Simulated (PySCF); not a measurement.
C2H4B2ClP (SMILES BPB(Cl)C#C)

The calculation's input:

```
{"job": {"kind": "uv", "xc": "wB97X-D", "basis": "def2-SVPD", "nstates": 8, "ntriplets": 3}, "charge": 0, "multiplicity": 1}
B     -2.472135     0.395347     0.075537
P     -0.897547    -0.069751    -0.669316
B      0.679951     0.549681     0.053666
Cl     0.715727     2.157373     0.688185
C      1.938589    -0.277205     0.048064
C      2.945242    -0.940103     0.058277
H     -2.580083     1.462478     0.540811
H     -3.380794    -0.336482     0.015519
H     -0.764884    -1.419926    -0.897448
H      3.824818    -1.516758     0.064178
```

Command:

```sh
OMP_NUM_THREADS=1 python probes_run.py task.json out
```

Geometry: GFN2-xTB.

Level of theory: PySCF, wB97X-D/def2-SVPD, SCF density, gas phase.

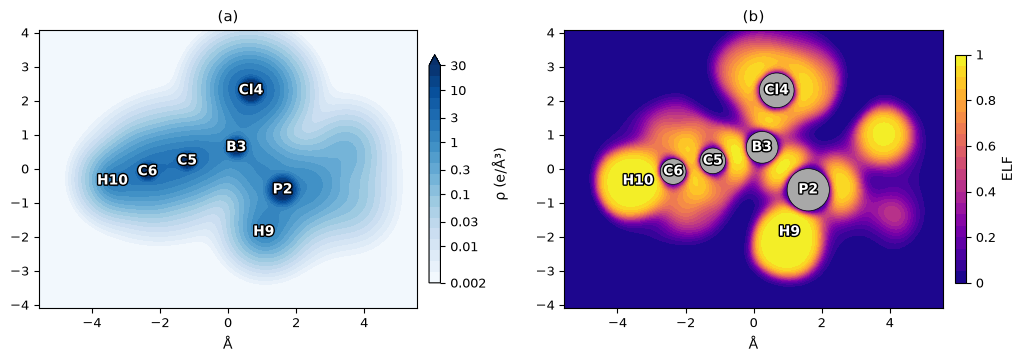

Figure 1. (a) electron density; (b) ELF on the plane of atoms Cl4, B3 and C5. Grey discs cover the atomic cores in the ELF map.

Describe what can be read from this map.

The plane passes through P, B, Cl, C and H nuclei. C–C (1.21 Å): ρ at the midpoint is about 2.7 e/Å³; the ELF peaks at about 0.85 between the atoms: a multiple bond. C–B (1.51 Å): ρ at the midpoint is about 1.5 e/Å³; the ELF peaks at about 1 between the atoms, as expected for localised, covalent bonding. B–Cl (1.73 Å): ρ at the midpoint is about 1.4 e/Å³; the ELF peaks at about 0.90 between the atoms (a polar covalent bond). C–H (1.05 Å): the density is about 2.1 e/Å³ at the midpoint; the ELF climbs to about 1 towards the hydrogen, as it does in any bond to H: an ordinary covalent bond to hydrogen. P–H (1.38 Å): ρ is about 1.1 e/Å³ halfway; the ELF climbs to about 1 towards the hydrogen. The ELF also peaks beside Cl4, away from the bonds: lone-pair regions.

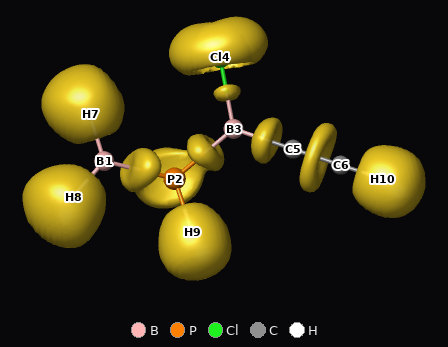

Figure 2. Isosurface of the electron localisation function at 0.85 (yellow), seen at a tilt. Only the valence region is drawn (cores and ρ < 0.01 e/Å³ removed).

What do the ELF domains correspond to?

The ELF exceeds this value in one region between bonded B–C atoms (shared pairs), one region between bonded B–Cl atoms (shared pairs), one region between bonded C–C atoms (shared pairs), four regions around hydrogen nuclei, one region on P in which the atom's valence shell and bonds are merged and one ring or bowl of non-bonding electrons around Cl.

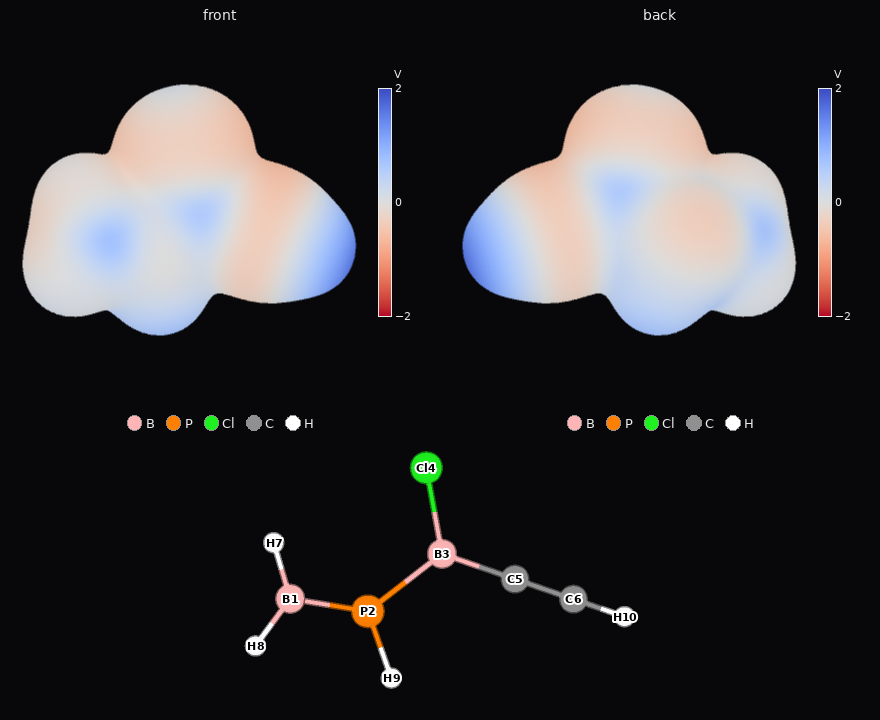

Figure 3. The molecular electrostatic potential painted on the density surface at 0.001 e/bohr³, seen from the front and from behind; red is negative and blue positive. The bare structure is drawn below in the same view.

Where is the surface potential most negative and most positive?

The most negative region (about −0.6 V) lies over Cl4, C5 and C6, the most positive (about +1.6 V) over H10.

What dipole moment does the calculation give?

Its dipole moment is 1.95 D.
